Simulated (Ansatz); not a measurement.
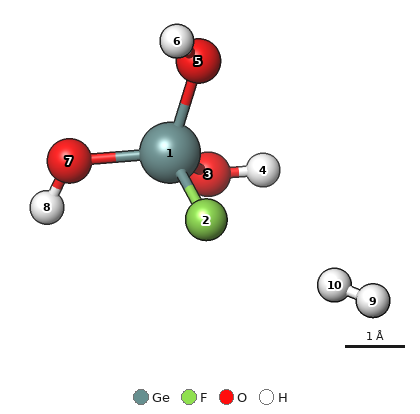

**Figure 1.** The structure as given in the input (ball-and-stick view, seen at a tilt; atoms are numbered from 1 in the order of the input). Sticks mark near contacts.

GeH$_{5}$O$_{3}$F: nudged elastic band

The run: nudged elastic band of GeH$_{5}$O$_{3}$F. Method and program: RHF/def2-SVP (Ansatz 0.2.0).

One setting was made poor on purpose. It belongs to a series of runs on one base structure; here: band between the two ends. Figures and captions count atoms from 1; the log counts them from 0 in places.

The input
```yaml
crystal:
  periodic: [false, false, false]
  atoms:
    - { symbol: Ge, position_ang: [-0.326167, -0.436689, -0.396219] }
    - { symbol: F, position_ang: [-0.001309, 0.335087, 1.099743] }
    - { symbol: O, position_ang: [1.159852, -1.070407, -0.995767] }
    - { symbol: H, position_ang: [1.849883, -0.461982, -1.215391] }
    - { symbol: O, position_ang: [-0.976995, 0.742194, -1.47101] }
    - { symbol: H, position_ang: [-1.833125, 1.096696, -1.281042] }
    - { symbol: O, position_ang: [-1.463273, -1.698893, -0.108758] }
    - { symbol: H, position_ang: [-1.189196, -2.439533, 0.411473] }
    - { symbol: H, position_ang: [1.917327, 2.68544, 2.639066] }
    - { symbol: H, position_ang: [1.467804, 2.159389, 2.356805] }
basis:
  gaussian: { orbitals: def2-SVP }
hamiltonian:
  xc: hf
neb:
  order_check: false
  images: 3
  f_tol: 0.03
  max_iterations: 60
  climbing: false
  final_atoms:
    - { symbol: Ge, position_ang: [0.98707173, 0.15101765, 0.14583257] }
    - { symbol: F, position_ang: [-2.34186408, -0.02228486, 1.1407818] }
    - { symbol: O, position_ang: [1.56840243, -0.35490138, -1.4158652] }
    - { symbol: H, position_ang: [1.16332858, -1.11654607, -1.80366544] }
    - { symbol: O, position_ang: [-0.41267879, 1.22493639, -0.08784464] }
    - { symbol: H, position_ang: [-0.35605922, 1.90717688, -0.74037943] }
    - { symbol: O, position_ang: [0.32775706, -1.19345088, 1.01772408] }
    - { symbol: H, position_ang: [-0.58959985, -1.14368392, 1.26039036] }
    - { symbol: H, position_ang: [2.10901331, 0.87078535, 0.85885973] }
    - { symbol: H, position_ang: [-1.85057017, 0.58825284, 0.66306617] }
  initial_path:
    images:
      - { positions_ang: [[-0.326167, -0.436689, -0.396219], [-0.001309, 0.335087, 1.099743], [1.159852, -1.070407, -0.995767], [1.849883, -0.461982, -1.215391], [-0.976995, 0.742194, -1.47101], [-1.833125, 1.096696, -1.281042], [-1.463273, -1.698893, -0.108758], [-1.189196, -2.439533, 0.411473], [1.917327, 2.68544, 2.639066], [1.467804, 2.159389, 2.356805]] }
      - { positions_ang: [[-0.1642719, -0.2225564, -0.19331757], [0.01664418, 0.25331729, 1.56549764], [1.40776918, -0.57141152, -0.80131984], [1.90730441, -0.74764833, -0.92977812], [-0.90790093, 1.06297831, -1.08094593], [-1.8174321, 1.11884587, -1.078009], [-1.15889451, -1.59614213, -0.2716124], [-1.24334706, -2.16255201, 0.39780168], [1.45177821, 2.08965398, 1.54126866], [1.11315151, 1.68681693, 1.88931489]] }
      - { positions_ang: [[-0.00237681, -0.00842381, 0.00958386], [0.03459735, 0.17154759, 2.03125228], [1.65568637, -0.07241605, -0.60687268], [1.96472581, -1.03331466, -0.64416525], [-0.83880685, 1.38376263, -0.69088187], [-1.80173919, 1.14099575, -0.874976], [-0.85451601, -1.49339126, -0.4344668], [-1.29749811, -1.88557101, 0.38413036], [0.98622942, 1.49386797, 0.44347131], [0.75849902, 1.21424485, 1.42182478]] }
      - { positions_ang: [[0.49234746, 0.07129692, 0.07770821], [-1.15363336, 0.07463137, 1.58601704], [1.6120444, -0.21365871, -1.01136894], [1.56402719, -1.07493037, -1.22391534], [-0.62574282, 1.30434951, -0.38936326], [-1.07889921, 1.52408631, -0.80767771], [-0.26337948, -1.34342107, 0.29162864], [-0.94354898, -1.51462747, 0.82226036], [1.54762136, 1.18232666, 0.65116552], [-0.54603557, 0.90124885, 1.04244548]] }
      - { positions_ang: [[0.98707173, 0.15101765, 0.14583257], [-2.34186408, -0.02228486, 1.1407818], [1.56840243, -0.35490138, -1.4158652], [1.16332858, -1.11654607, -1.80366544], [-0.41267879, 1.22493639, -0.08784464], [-0.35605922, 1.90717688, -0.74037943], [0.32775706, -1.19345088, 1.01772408], [-0.58959985, -1.14368392, 1.26039036], [2.10901331, 0.87078535, 0.85885973], [-1.85057017, 0.58825284, 0.66306617]] }
```

Run on 2 threads of Arm Neoverse V1, 24 GiB of memory available, shared host.

Launch command:
```bash
ansatz run input.yaml --threads 2 --pin off --max-ram 3072MiB --backend cpu --events-out ev --progress --plain --runs-dir out
```

Log
```
Engine: ansatz 0.2.0, aarch64-unknown-linux-gnu
Functional definition: HF
  exchange = exact_x
  correlation = 0
1163 factors; integrals over basis functions are off by at most 2.5e-4 eV
mean field evaluation 1: about -65353.2156 eV, gradient 5.4e1 eV
mean field evaluation 2: about -65353.2740 eV, gradient 5.4e1 eV
mean field evaluation 4: about -65358.2059 eV, gradient 3.0e0 eV
mean field evaluation 8: about -65358.2344 eV, gradient 8.5e-5 eV
mean field -65358.23440188 eV, -2401.8708128665 hartree, gradient 1.3e-5 eV, S^2 0.000000; 0 other end points of the search recorded, 0 dependent functions left out
the calculation of the forces begins
reference -65358.23440188 eV, -2401.8708128665 hartree; 35, 35 occupied and 78, 78 virtual orbitals, 1163 factors
1161 factors; integrals over basis functions are off by at most 9.7e-4 eV
mean field evaluation 16: about -65358.2015 eV, gradient 1.1e0 eV
mean field -65358.20379434 eV, -2401.8696880603 hartree, gradient 4.0e-5 eV, S^2 0.000000; 0 other end points of the search recorded, 0 dependent functions left out
[... from here on the field's lines of each further geometry are left out, up to the last ...]
NEB iter   1: max|band force component| = 1.163e2 eV/Å  barrier→ = 16.1252 eV  barrier← = 16.0946 eV  Δτ_max = 0.2000 Å  (164 SCF iters)
NEB iter   2: max|band force component| = 1.855e1 eV/Å  barrier→ = 3.4300 eV  barrier← = 3.3994 eV  Δτ_max = 0.1985 Å  (115 SCF iters)
NEB iter   3: max|band force component| = 1.175e1 eV/Å  barrier→ = 1.9110 eV  barrier← = 1.8804 eV  Δτ_max = 0.1992 Å  (96 SCF iters)
NEB iter   4: max|band force component| = 1.637e0 eV/Å  barrier→ = 2.1380 eV  barrier← = 2.1074 eV  Δτ_max = 0.1987 Å  (95 SCF iters)
NEB iter   5: max|band force component| = 1.227e0 eV/Å  barrier→ = 2.0982 eV  barrier← = 2.0676 eV  Δτ_max = 0.2000 Å  (96 SCF iters)
NEB iter   6: max|band force component| = 2.933e0 eV/Å  barrier→ = 1.9164 eV  barrier← = 1.8858 eV  Δτ_max = 0.0995 Å  (98 SCF iters)
NEB iter   7: max|band force component| = 1.411e0 eV/Å  barrier→ = 1.8338 eV  barrier← = 1.8032 eV  Δτ_max = 0.2000 Å  (97 SCF iters)
NEB iter   8: max|band force component| = 1.647e0 eV/Å  barrier→ = 1.6315 eV  barrier← = 1.6009 eV  Δτ_max = 0.0997 Å  (96 SCF iters)
NEB iter   9: max|band force component| = 1.455e0 eV/Å  barrier→ = 1.6098 eV  barrier← = 1.5792 eV  Δτ_max = 0.0995 Å  (95 SCF iters)
NEB iter  10: max|band force component| = 7.254e-1 eV/Å  barrier→ = 1.5619 eV  barrier← = 1.5313 eV  Δτ_max = 0.1000 Å  (96 SCF iters)
NEB iter  11: max|band force component| = 7.056e-1 eV/Å  barrier→ = 1.6723 eV  barrier← = 1.6417 eV  Δτ_max = 0.1027 Å  (96 SCF iters)
NEB iter  12: max|band force component| = 1.018e0 eV/Å  barrier→ = 1.6246 eV  barrier← = 1.5940 eV  Δτ_max = 0.0499 Å  (95 SCF iters)
NEB iter  13: max|band force component| = 5.575e-1 eV/Å  barrier→ = 1.5890 eV  barrier← = 1.5584 eV  Δτ_max = 0.0996 Å  (97 SCF iters)
NEB iter  14: max|band force component| = 4.076e-1 eV/Å  barrier→ = 1.4890 eV  barrier← = 1.4584 eV  Δτ_max = 0.2000 Å  (96 SCF iters)
NEB iter  15: max|band force component| = 2.806e-1 eV/Å  barrier→ = 1.4249 eV  barrier← = 1.3943 eV  Δτ_max = 0.1740 Å  (110 SCF iters)
NEB iter  16: max|band force component| = 3.030e-1 eV/Å  barrier→ = 1.5610 eV  barrier← = 1.5304 eV  Δτ_max = 0.0846 Å  (97 SCF iters)
NEB iter  17: max|band force component| = 3.353e-1 eV/Å  barrier→ = 1.4729 eV  barrier← = 1.4423 eV  Δτ_max = 0.0424 Å  (98 SCF iters)
NEB iter  18: max|band force component| = 2.198e-1 eV/Å  barrier→ = 1.4733 eV  barrier← = 1.4427 eV  Δτ_max = 0.0424 Å  (99 SCF iters)
NEB iter  19: max|band force component| = 1.216e-1 eV/Å  barrier→ = 1.4686 eV  barrier← = 1.4380 eV  Δτ_max = 0.0851 Å  (99 SCF iters)
NEB iter  20: max|band force component| = 1.567e-1 eV/Å  barrier→ = 1.5049 eV  barrier← = 1.4743 eV  Δτ_max = 0.0425 Å  (97 SCF iters)
NEB iter  21: max|band force component| = 1.115e-1 eV/Å  barrier→ = 1.5276 eV  barrier← = 1.4970 eV  Δτ_max = 0.0425 Å  (99 SCF iters)
NEB iter  22: max|band force component| = 1.267e-1 eV/Å  barrier→ = 1.5445 eV  barrier← = 1.5139 eV  Δτ_max = 0.0425 Å  (98 SCF iters)
NEB iter  23: max|band force component| = 1.466e-1 eV/Å  barrier→ = 1.5607 eV  barrier← = 1.5301 eV  Δτ_max = 0.0425 Å  (99 SCF iters)
NEB iter  24: max|band force component| = 1.667e-1 eV/Å  barrier→ = 1.5782 eV  barrier← = 1.5476 eV  Δτ_max = 0.0424 Å  (99 SCF iters)
NEB iter  25: max|band force component| = 1.971e-1 eV/Å  barrier→ = 1.5802 eV  barrier← = 1.5496 eV  Δτ_max = 0.0856 Å  (99 SCF iters)
NEB iter  26: max|band force component| = 1.874e-1 eV/Å  barrier→ = 1.5948 eV  barrier← = 1.5642 eV  Δτ_max = 0.0852 Å  (97 SCF iters)
NEB iter  27: max|band force component| = 2.148e-1 eV/Å  barrier→ = 1.5596 eV  barrier← = 1.5290 eV  Δτ_max = 0.0847 Å  (97 SCF iters)
NEB iter  28: max|band force component| = 2.295e-1 eV/Å  barrier→ = 1.5608 eV  barrier← = 1.5302 eV  Δτ_max = 0.0849 Å  (98 SCF iters)
NEB iter  29: max|band force component| = 2.332e-1 eV/Å  barrier→ = 1.5556 eV  barrier← = 1.5249 eV  Δτ_max = 0.1685 Å  (97 SCF iters)
NEB iter  30: max|band force component| = 2.462e-1 eV/Å  barrier→ = 1.4599 eV  barrier← = 1.4293 eV  Δτ_max = 0.1694 Å  (104 SCF iters)
NEB iter  31: max|band force component| = 4.296e-1 eV/Å  barrier→ = 1.3371 eV  barrier← = 1.3065 eV  Δτ_max = 0.0847 Å  (104 SCF iters)
NEB iter  32: max|band force component| = 3.787e-1 eV/Å  barrier→ = 1.1848 eV  barrier← = 1.1542 eV  Δτ_max = 0.0859 Å  (97 SCF iters)
NEB iter  33: max|band force component| = 3.149e-1 eV/Å  barrier→ = 1.1069 eV  barrier← = 1.0763 eV  Δτ_max = 0.0843 Å  (96 SCF iters)
NEB iter  34: max|band force component| = 2.093e-1 eV/Å  barrier→ = 1.0571 eV  barrier← = 1.0265 eV  Δτ_max = 0.0850 Å  (97 SCF iters)
NEB iter  35: max|band force component| = 2.139e-1 eV/Å  barrier→ = 1.0531 eV  barrier← = 1.0225 eV  Δτ_max = 0.0845 Å  (97 SCF iters)
NEB iter  36: max|band force component| = 1.677e-1 eV/Å  barrier→ = 1.0340 eV  barrier← = 1.0034 eV  Δτ_max = 0.1706 Å  (97 SCF iters)
NEB iter  37: max|band force component| = 2.531e-1 eV/Å  barrier→ = 1.0973 eV  barrier← = 1.0667 eV  Δτ_max = 0.0855 Å  (95 SCF iters)
NEB iter  38: max|band force component| = 3.222e-1 eV/Å  barrier→ = 1.1581 eV  barrier← = 1.1275 eV  Δτ_max = 0.0851 Å  (95 SCF iters)
NEB iter  39: max|band force component| = 4.138e-1 eV/Å  barrier→ = 1.2179 eV  barrier← = 1.1873 eV  Δτ_max = 0.0845 Å  (95 SCF iters)
NEB iter  40: max|band force component| = 4.874e-1 eV/Å  barrier→ = 1.1088 eV  barrier← = 1.0782 eV  Δτ_max = 0.0837 Å  (95 SCF iters)
NEB iter  41: max|band force component| = 4.621e-1 eV/Å  barrier→ = 1.0144 eV  barrier← = 0.9838 eV  Δτ_max = 0.1633 Å  (90 SCF iters)
NEB iter  42: max|band force component| = 5.693e-1 eV/Å  barrier→ = 0.9361 eV  barrier← = 0.9055 eV  Δτ_max = 0.1620 Å  (97 SCF iters)
NEB iter  43: max|band force component| = 7.060e-1 eV/Å  barrier→ = 0.8350 eV  barrier← = 0.8044 eV  Δτ_max = 0.1643 Å  (94 SCF iters)
NEB iter  44: max|band force component| = 7.304e-1 eV/Å  barrier→ = 0.6882 eV  barrier← = 0.6576 eV  Δτ_max = 0.1662 Å  (87 SCF iters)
NEB iter  45: max|band force component| = 6.149e-1 eV/Å  barrier→ = 0.5224 eV  barrier← = 0.4918 eV  Δτ_max = 0.1983 Å  (87 SCF iters)
NEB iter  46: max|band force component| = 3.878e-1 eV/Å  barrier→ = 0.3512 eV  barrier← = 0.3206 eV  Δτ_max = 0.1994 Å  (87 SCF iters)
NEB iter  47: max|band force component| = 4.130e-1 eV/Å  barrier→ = 0.2666 eV  barrier← = 0.2360 eV  Δτ_max = 0.0999 Å  (86 SCF iters)
NEB iter  48: max|band force component| = 3.536e-1 eV/Å  barrier→ = 0.2334 eV  barrier← = 0.2028 eV  Δτ_max = 0.0997 Å  (87 SCF iters)
NEB iter  49: max|band force component| = 1.898e-1 eV/Å  barrier→ = 0.2135 eV  barrier← = 0.1829 eV  Δτ_max = 0.1007 Å  (88 SCF iters)
NEB iter  50: max|band force component| = 1.154e-1 eV/Å  barrier→ = 0.2035 eV  barrier← = 0.1729 eV  Δτ_max = 0.1006 Å  (88 SCF iters)
NEB iter  51: max|band force component| = 1.017e-1 eV/Å  barrier→ = 0.1957 eV  barrier← = 0.1650 eV  Δτ_max = 0.1004 Å  (87 SCF iters)
NEB iter  52: max|band force component| = 1.307e-1 eV/Å  barrier→ = 0.1875 eV  barrier← = 0.1569 eV  Δτ_max = 0.0502 Å  (88 SCF iters)
NEB iter  53: max|band force component| = 1.259e-1 eV/Å  barrier→ = 0.1833 eV  barrier← = 0.1527 eV  Δτ_max = 0.0501 Å  (90 SCF iters)
NEB iter  54: max|band force component| = 7.341e-2 eV/Å  barrier→ = 0.1807 eV  barrier← = 0.1501 eV  Δτ_max = 0.0501 Å  (89 SCF iters)
NEB iter  55: max|band force component| = 4.741e-2 eV/Å  barrier→ = 0.1787 eV  barrier← = 0.1481 eV  Δτ_max = 0.0500 Å  (89 SCF iters)
NEB iter  56: max|band force component| = 4.333e-2 eV/Å  barrier→ = 0.1780 eV  barrier← = 0.1474 eV  Δτ_max = 0.0250 Å  (90 SCF iters)
the calculation of the forces begins
reference -65358.07619257 eV, -2401.8649987816 hartree; 35, 35 occupied and 78, 78 virtual orbitals, 1164 factors
1163 factors; integrals over basis functions are off by at most 1.3e-3 eV
mean field evaluation 1248: about -65358.0589 eV, gradient 2.6e-1 eV
mean field -65358.05851990 eV, -2401.8643493232 hartree, gradient 1.8e-5 eV, S^2 0.000000; 1 other end points of the search recorded, 0 dependent functions left out
the calculation of the forces begins
reference -65358.05851990 eV, -2401.8643493232 hartree; 35, 35 occupied and 78, 78 virtual orbitals, 1163 factors
NEB iter  57: max|band force component| = 2.923e-2 eV/Å  barrier→ = 0.1759 eV  barrier← = 0.1453 eV  Δτ_max = 0.0000 Å  (221 SCF iters)
```

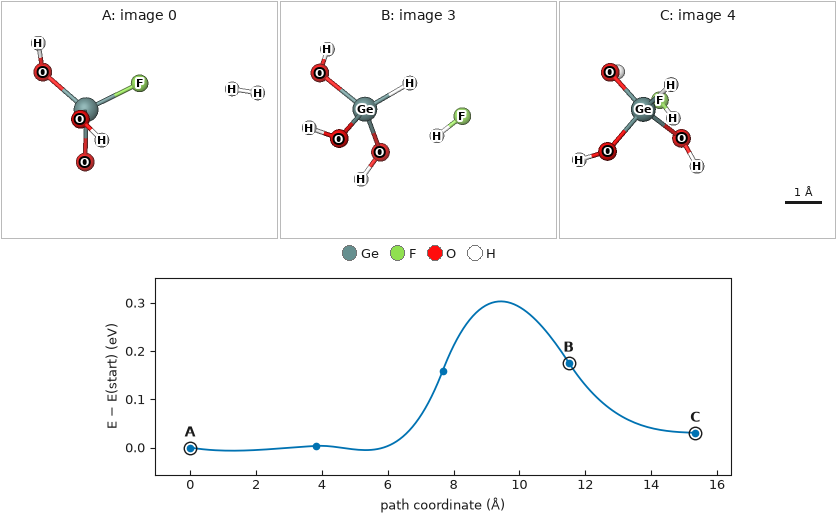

**Figure 2.** Images of the last band (counted from 0; ball-and-stick, seen at a tilt) above the energy along the path; the line is a cubic interpolation that uses the forces. The highest image is number 3, 0.176 eV above the start and 0.145 eV above the end; the end lies 0.031 eV above the start. The path is 15.34 Å long. The band converged in 57 iterations.

```
Total energy: -65358.05851990 eV, -2401.8643493232 hartree
Atom 0 at     0.546729    -0.149942     0.033562 Å, force     0.018890    -0.004020     0.004550 eV/Å
Atom 1 at    -1.082248     1.838168     2.174012 Å, force    -0.102854     0.023734     0.017245 eV/Å
Atom 2 at     1.652746     0.001999    -1.301821 Å, force    -0.013892     0.010358    -0.006450 eV/Å
Atom 3 at     1.903288    -0.800249    -1.735736 Å, force    -0.005456    -0.000093     0.005920 eV/Å
Atom 4 at    -0.802296     0.944205    -0.279931 Å, force    -0.010323     0.013230     0.054674 eV/Å
Atom 5 at    -1.073213     1.084332    -1.175246 Å, force     0.008321    -0.023553    -0.013713 eV/Å
Atom 6 at     0.021200    -1.815038    -0.031613 Å, force     0.007898    -0.000876    -0.003388 eV/Å
Atom 7 at    -0.455525    -2.173102     0.701139 Å, force    -0.024753     0.004163    -0.003567 eV/Å
Atom 8 at     1.098199     0.261714     1.377362 Å, force     0.089781    -0.043037    -0.033989 eV/Å
Atom 9 at    -1.204079     1.719215     1.277173 Å, force     0.032388     0.020095    -0.021280 eV/Å
Dipole moment:     0.001337    -0.449635    -0.361698 e Å
this run last wrote the band of iteration 57 to [file]
```

The last band as extended XYZ (Å, eV, eV/Å)
```
10
Properties=species:S:1:pos:R:3:forces:R:3 image=0 energy=-65358.23440
Ge   -0.3262   -0.4367   -0.3962    0.0021  -0.0011  -0.0013
F    -0.0013    0.3351    1.0997   -0.0012  -0.0012  -0.0022
O     1.1599   -1.0704   -0.9958    0.0035   0.0152  -0.0002
H     1.8499   -0.4620   -1.2154   -0.0071  -0.0111   0.0012
O    -0.9770    0.7422   -1.4710   -0.0172   0.0031   0.0078
H    -1.8331    1.0967   -1.2810    0.0178  -0.0054  -0.0059
O    -1.4633   -1.6989   -0.1088    0.0044  -0.0051   0.0048
H    -1.1892   -2.4395    0.4115   -0.0025   0.0059  -0.0045
H     1.9173    2.6854    2.6391    0.0002  -0.0008   0.0002
H     1.4678    2.1594    2.3568    0.0000   0.0006   0.0000
10
Properties=species:S:1:pos:R:3:forces:R:3 image=1 energy=-65358.23098
Ge   -0.2642    0.0455   -0.5809   -0.0014  -0.0060   0.0004
F     0.1759    1.3872    0.3915    0.0027  -0.0019  -0.0001
O     0.6330    0.1234   -2.0491   -0.0031   0.0017  -0.0029
H     1.5482   -0.1131   -2.0265    0.0022   0.0006   0.0012
O    -1.9587    0.1599   -0.8730   -0.0013   0.0026   0.0049
H    -2.2891    0.9437   -1.2861   -0.0022  -0.0012  -0.0064
O     0.1246   -1.3930    0.2845   -0.0077   0.0049  -0.0018
H    -0.3029   -1.5466    1.1139    0.0071  -0.0029  -0.0028
H     1.6492    0.4818    3.3116   -0.0087   0.0031   0.0110
H     1.2887    0.8226    2.7530    0.0124  -0.0009  -0.0035
10
Properties=species:S:1:pos:R:3:forces:R:3 image=2 energy=-65358.07619
Ge    0.2630   -0.0504   -0.4160   -0.0488  -0.0281  -0.0440
F     1.0701    0.9048    0.7499    0.1883  -0.0786  -0.1991
O     1.2521    0.0650   -1.8275    0.0185  -0.0361   0.0124
H     1.0370   -0.4929   -2.5596   -0.0009   0.0129  -0.0229
O    -1.3208    0.5827   -0.6531   -0.0166  -0.0176  -0.0940
H    -1.5708    1.3625   -0.1830    0.0019   0.0511   0.0571
O     0.1047   -1.6726    0.1567    0.0043   0.0410   0.0341
H     0.8333   -2.0674    0.6103    0.0578  -0.0107  -0.0170
H    -0.1855    1.1112    2.4434   -0.1967   0.0806   0.1790
H    -0.8784    1.1685    2.7176   -0.0078  -0.0147   0.0944
10
Properties=species:S:1:pos:R:3:forces:R:3 image=3 energy=-65358.05852
Ge    0.5467   -0.1499    0.0336    0.0189  -0.0040   0.0046
F    -1.0822    1.8382    2.1740   -0.1029   0.0237   0.0172
O     1.6527    0.0020   -1.3018   -0.0139   0.0104  -0.0065
H     1.9033   -0.8002   -1.7357   -0.0055  -0.0001   0.0059
O    -0.8023    0.9442   -0.2799   -0.0103   0.0132   0.0547
H    -1.0732    1.0843   -1.1752    0.0083  -0.0236  -0.0137
O     0.0212   -1.8150   -0.0316    0.0079  -0.0009  -0.0034
H    -0.4555   -2.1731    0.7011   -0.0248   0.0042  -0.0036
H     1.0982    0.2617    1.3774    0.0898  -0.0430  -0.0340
H    -1.2041    1.7192    1.2772    0.0324   0.0201  -0.0213
10
Properties=species:S:1:pos:R:3:forces:R:3 image=4 energy=-65358.20379
Ge    0.9871    0.1510    0.1458   -0.0120  -0.0024   0.0060
F    -2.3419   -0.0223    1.1408   -0.0014   0.0007  -0.0020
O     1.5684   -0.3549   -1.4159    0.0080   0.0003  -0.0065
H     1.1633   -1.1165   -1.8037   -0.0050  -0.0011   0.0003
O    -0.4127    1.2249   -0.0878   -0.0096  -0.0033   0.0067
H    -0.3561    1.9072   -0.7404    0.0026   0.0068  -0.0062
O     0.3278   -1.1935    1.0177    0.0100  -0.0058   0.0033
H    -0.5896   -1.1437    1.2604   -0.0017   0.0005  -0.0003
H     2.1090    0.8708    0.8589    0.0053   0.0018   0.0012
H    -1.8506    0.5883    0.6631    0.0037   0.0025  -0.0025
```

Summary

```json
{"quantity": "outcome", "value": "converged"}
{"quantity": "barrier, forward", "value": "0.176 eV"}
{"quantity": "barrier, backward", "value": "0.145 eV"}
{"quantity": "wall time", "value": "4.8 min (CPU time 9.1 min)"}
{"quantity": "peak memory", "value": "0.26 GiB"}
```

A deliberately poor setting: few images. The order of the saddle point was not checked.
